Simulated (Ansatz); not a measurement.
# The perfect GaP wire along [110], 24 atoms a period, H-terminated, part 4 of 4

What gap, if any, does the GaP wire along [110], 24 atoms a period, H-terminated have, and how does it change with the functional and under strain?

Ansatz 0.2.0; DFT PBE, plane waves, PAW; relaxation of a wire's period; PAW set soft_1 (the session's first sound run).

So far, band gap (eV): step 3 (bands of the perfect wire, PBE) 0.402; step 4 (levels at the same atoms, cutoff 500 eV, k-mesh 1×1×16, r2SCAN PBE) 0.626; step 5 (levels at the same atoms, level HSE06, cutoff 420 eV, HSE06 PBE) 1.18; step 6 (strain along the wire, period over the relaxed period 0.94, k-mesh 1×1×17, PBE) 0.222.

## Step 7: At a strained period, period over the relaxed period 0.97, k-mesh 1×1×16

Level of this step: DFT PBE, plane waves, PAW; relaxation at a fixed period; PAW set soft_1 (Ansatz).

The period is set to 0.97 times the relaxed one and the atoms relax within it: strain changes bond lengths and angles, which shifts the bands against each other. Against the first PBE run of this kind, the mesh along the wire has 16 points against 21.

The cell differs from the one that the last finished run ended in (c 3.747 → 3.866 Å).

Contents of input.yaml:

```yaml
crystal:
  lattice:
    - [20.935, 0.0, 0.0]
    - [0.0, 19.121, 0.0]
    - [0.0, 0.0, 3.8663514507]
  atoms:
    - { symbol: H, position: [0.154441489, 0.397009114, 0.0] }
    - { symbol: Ga, position: [0.205527088, 0.456871155, 0.0] }
    - { symbol: P, position: [0.402099286, 0.344311417, 0.0] }
    - { symbol: H, position: [0.430211519, 0.169872558, 0.0] }
    - { symbol: Ga, position: [0.46498319, 0.242154705, 0.0] }
    - { symbol: Ga, position: [0.467919276, 0.44386335, 0.0] }
    - { symbol: P, position: [0.662834151, 0.352337072, 0.0] }
    - { symbol: H, position: [0.704971022, 0.293749866, 0.0] }
    - { symbol: Ga, position: [0.725143578, 0.455616723, 0.0] }
    - { symbol: H, position: [0.237158087, 0.647381204, 0.235232827] }
    - { symbol: H, position: [0.780979116, 0.647459819, 0.321701549] }
    - { symbol: P, position: [0.282308183, 0.648016582, 0.5] }
    - { symbol: P, position: [0.270993221, 0.443242942, 0.5] }
    - { symbol: H, position: [0.297413791, 0.270666546, 0.5] }
    - { symbol: H, position: [0.291637302, 0.823800845, 0.5] }
    - { symbol: Ga, position: [0.33527151, 0.341317597, 0.5] }
    - { symbol: Ga, position: [0.340526671, 0.537296912, 0.5] }
    - { symbol: Ga, position: [0.336794166, 0.758923777, 0.5] }
    - { symbol: P, position: [0.531127803, 0.248759887, 0.5] }
    - { symbol: P, position: [0.535048436, 0.65338065, 0.5] }
    - { symbol: P, position: [0.533802437, 0.449226239, 0.5] }
    - { symbol: H, position: [0.558156007, 0.824596831, 0.5] }
    - { symbol: H, position: [0.573853811, 0.190681469, 0.5] }
    - { symbol: Ga, position: [0.596951424, 0.347931105, 0.5] }
    - { symbol: Ga, position: [0.59954219, 0.551172399, 0.5] }
    - { symbol: Ga, position: [0.60060338, 0.756826931, 0.5] }
    - { symbol: P, position: [0.790300589, 0.455778184, 0.5] }
    - { symbol: H, position: [0.837928524, 0.402845301, 0.5] }
    - { symbol: H, position: [0.829254786, 0.516502332, 0.5] }
    - { symbol: H, position: [0.780979116, 0.647459819, 0.678298451] }
    - { symbol: H, position: [0.237158087, 0.647381204, 0.764767173] }
    - { symbol: H, position: [0.184094838, 0.536328956, 0.0] }
    - { symbol: P, position: [0.404809426, 0.547729934, 0.0] }
    - { symbol: P, position: [0.400314663, 0.747257065, 0.0] }
    - { symbol: H, position: [0.439920058, 0.807773865, 0.0] }
    - { symbol: Ga, position: [0.471254759, 0.648371301, 0.0] }
    - { symbol: P, position: [0.664258434, 0.556644424, 0.0] }
    - { symbol: P, position: [0.664317827, 0.745944791, 0.0] }
    - { symbol: H, position: [0.700784216, 0.808945372, 0.0] }
    - { symbol: Ga, position: [0.740824122, 0.652889619, 0.0] }
kpoints:
  mp_grid: { grid: [1, 1, 16] }
  band_path: { path: ["Γ", Z], npoints: 90 }
scf:
  occupations: { method: fermi_dirac, width: 0.05 }
hamiltonian:
  xc: pbe
  pseudopotentials: { kind: paw, azcp: { folder: soft_1 } }
relax:
  max_steps: 40
  f_tol: 0.02
output:
  stress: true
```

Run with:

```console
ansatz run input.yaml --threads 4 --pin off --max-ram 16384MiB --backend cpu --events-out ev --progress --plain --runs-dir out
```

Numbers of over 12 decimals in the logs are rounded to 6 here.

Log:

```text
[...]
Crystal: 40 atoms, lattice volume = 1547.693 Å³
Basis set: ecut = 420 eV, 30315 PW (Γ), exchange–correlation on 288×256×54 points (8 copies of the dense FFT grid, shifted against one another)
Bands: 156, of which v1, the nominal top of the filled ones, is band 116 counted from 1 (115 counted from 0)
Symmetry: 2 space group operations
[...]
- { symbol: H, position: [0.179945, 0.536776, 0] }
    - { symbol: P, position: [0.404362, 0.547570, 0] }
    - { symbol: P, position: [0.399682, 0.746983, 0] }
    - { symbol: H, position: [0.438867, 0.807801, 0] }
    - { symbol: Ga, position: [0.470548, 0.648176, 0] }
    - { symbol: P, position: [0.666945, 0.556716, 0] }
    - { symbol: P, position: [0.666710, 0.746136, 0] }
    - { symbol: H, position: [0.702874, 0.809314, 0] }
    - { symbol: Ga, position: [0.742819, 0.653087, 0] }
[key lines of the parts left out:]
SCF converged after 7 iterations
Free energy (F): -54723.399822 eV
Fermi energy:    0.425623 eV
P = ⅓ Tr σ = 0.4173 GPa (4.173 kbar)
```

Elapsed: 8.6 min, on 4 threads of Intel Xeon Platinum 8223CL at 3.00GHz (Skylake/Cascade Lake), shared host; peak memory 13 GiB; 34 min of CPU time.

Relaxation path:

```tsv
step	energy less that of the first step (eV)	largest force component (eV/Å)
1	0.0000	0.5211
2	-0.0754	0.2767
3	-0.0817	0.0275
4	-0.0819	0.0071
```

Forces are held to the 2 operations that the run works with; a distortion that breaks them can't arise in this run.

The atoms that moved most (Å):

```tsv
atom	dx	dy	dz	length
H1	-0.092	0.017	0.000	0.093
P27	0.093	0.006	0.000	0.093
H28	0.089	0.003	0.000	0.089
H32	-0.087	0.009	0.000	0.087
H29	0.085	0.011	0.000	0.085
Ga2	-0.084	0.009	0.000	0.085
H30	0.076	-0.001	-0.008	0.077
H11	0.076	-0.001	0.008	0.077
```

The relaxed structure:

```cif
data_structure
_symmetry_space_group_name_H-M 'P 1'
_symmetry_Int_Tables_number 1
_cell_length_a 20.9350
_cell_length_b 19.1210
_cell_length_c 3.8664
_cell_angle_alpha 90.000
_cell_angle_beta 90.000
_cell_angle_gamma 90.000
_cell_volume 1547.69
loop_
_atom_site_label
_atom_site_type_symbol
_atom_site_fract_x
_atom_site_fract_y
_atom_site_fract_z
_atom_site_occupancy
H1 H 0.15006 0.39791 0.00000 1
Ga2 Ga 0.20151 0.45734 0.00000 1
P3 P 0.40147 0.34405 0.00000 1
H4 H 0.42876 0.16983 0.00000 1
Ga5 Ga 0.46404 0.24177 0.00000 1
Ga6 Ga 0.46708 0.44359 0.00000 1
P7 P 0.66558 0.35250 0.00000 1
H8 H 0.70717 0.29347 0.00000 1
Ga9 Ga 0.72772 0.45574 0.00000 1
H10 H 0.23454 0.64722 0.22904 1
H11 H 0.78461 0.64741 0.32386 1
P12 P 0.27999 0.64791 0.50000 1
P13 P 0.26889 0.44315 0.50000 1
H14 H 0.29428 0.27079 0.50000 1
H15 H 0.28884 0.82345 0.50000 1
Ga16 Ga 0.33276 0.34098 0.50000 1
Ga17 Ga 0.33816 0.53719 0.50000 1
Ga18 Ga 0.33428 0.75888 0.50000 1
P19 P 0.53211 0.24869 0.50000 1
P20 P 0.53623 0.65337 0.50000 1
P21 P 0.53484 0.44904 0.50000 1
H22 H 0.55800 0.82445 0.50000 1
H23 H 0.57427 0.19016 0.50000 1
Ga24 Ga 0.59781 0.34780 0.50000 1
Ga25 Ga 0.60032 0.55100 0.50000 1
Ga26 Ga 0.60107 0.75725 0.50000 1
P27 P 0.79474 0.45609 0.50000 1
H28 H 0.84218 0.40299 0.50000 1
H29 H 0.83329 0.51708 0.50000 1
H30 H 0.78461 0.64741 0.67614 1
H31 H 0.23454 0.64722 0.77096 1
H32 H 0.17995 0.53678 0.00000 1
P33 P 0.40436 0.54757 0.00000 1
P34 P 0.39968 0.74698 0.00000 1
H35 H 0.43887 0.80780 0.00000 1
Ga36 Ga 0.47055 0.64818 0.00000 1
P37 P 0.66695 0.55672 0.00000 1
P38 P 0.66671 0.74614 0.00000 1
H39 H 0.70287 0.80931 0.00000 1
Ga40 Ga 0.74282 0.65309 0.00000 1
```

This step gave:

```
energy at zero smearing : -54723.3987 eV
band gap                : 0.3158 eV
```

The electronic bands at the labelled points (eV, zero at the Fermi level; v1 is the highest filled band, c1 the lowest empty one):

```tsv
point	v4	v3	v2	v1	c1	c2	c3	c4
Γ	-1.79	-1.77	-1.15	-0.16	0.16	0.36	0.68	0.90
Z	-2.77	-2.72	-2.58	-2.49	0.61	0.70	0.74	0.81
```

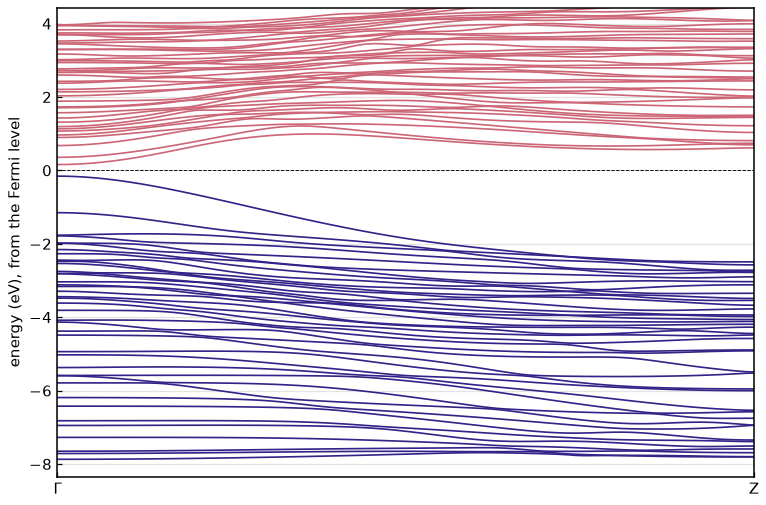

Electronic bands along the path; lines of filled and empty bands in two colours.

The gap is 0.316 eV, against 0.402 eV under PBE at the relaxed period.

## Step 8: Outcome

| Quantity | Value |
| --- | --- |
| cell length, PBE | 3.986 Å |
| gap, PBE | 0.402 eV |
| gap, r2SCAN | 0.626 eV |
| gap, HSE06 | 1.18 eV |
| gap, period scaled by 0.94 | 0.222 eV |
| gap, period scaled by 0.97 | 0.316 eV |

Under PBE the cell's length is 3.99 Å, and a gap of 0.40 eV makes it a semiconductor. At the relaxed period the wire is gapped under every functional, from 0.40 eV (PBE) to 1.18 eV (HSE06). Weak screening in one dimension makes quasiparticle gaps larger than the semilocal gaps, as a rule. Strain matters: under PBE the gap goes from 0.40 eV to 0.222 eV at 0.94 times the period and 0.316 eV at 0.97 times the period. Where the gap is under about 0.35 eV, the smearing of 0.05 eV partly fills the band edges in the SCF. Plain hydrogen on a compound's surface is a simple closure: it may leave surface states, and facets that end in unlike atoms put a field across the wire, both of which shrink the gap. A hybrid's gap is read on a coarse mesh, without a band path.

[Logs are printed without paths, hosts, clocks, repeated set-up lines and the standing remarks that a program may print on its own settings, such as how far it seeks lower states.]

[Hosts, paths, dates, database ids (printed as entryN), source tags and the programs' standing remarks are cut or masked in the printed files.]
